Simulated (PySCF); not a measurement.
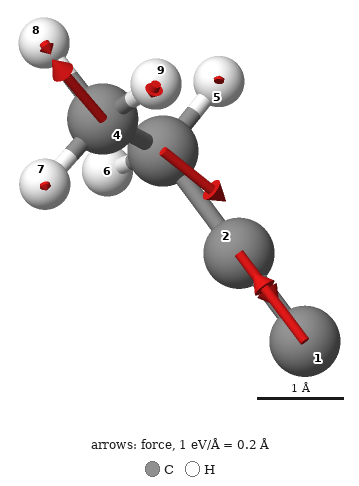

Starting geometry of C₄H₅ (charge −1) with the computed forces as red arrows. The picture is a ball-and-stick view, seen from a free direction.

The start comes from GFN2-xTB. Its atoms were then displaced at random by about 0.03 Å.

These are results of PBE0-D3(BJ)/def2-SVP geometry optimisation, gas phase (PySCF), not measurements. 

What follows when this structure is relaxed?

Answer. It isn't relaxed: the largest force vector, on a C atom, is 5.59 eV/Å. The final displacements follow the starting forces only in part (cosine between the two patterns 0.77). A C atom moves most after the best rigid fit: 0.088 Å. Largest moves by element: C 0.088 Å, H 0.047 Å. Some distances before and after: C–C 1.410 → 1.533 Å, C–C 1.325 → 1.251 Å, C–C 1.529 → 1.463 Å, C–H 1.151 → 1.107 Å. Bond angles that change, for instance: H–C–H 102.0° → 108.5°, C–C–H 113.8° → 107.6°, C–C–H 116.1° → 110.2°. After 4 geometry steps the energy has fallen by 61.7 kJ/mol.

Limits of the set-up: the basis has no diffuse functions, which an anion needs.
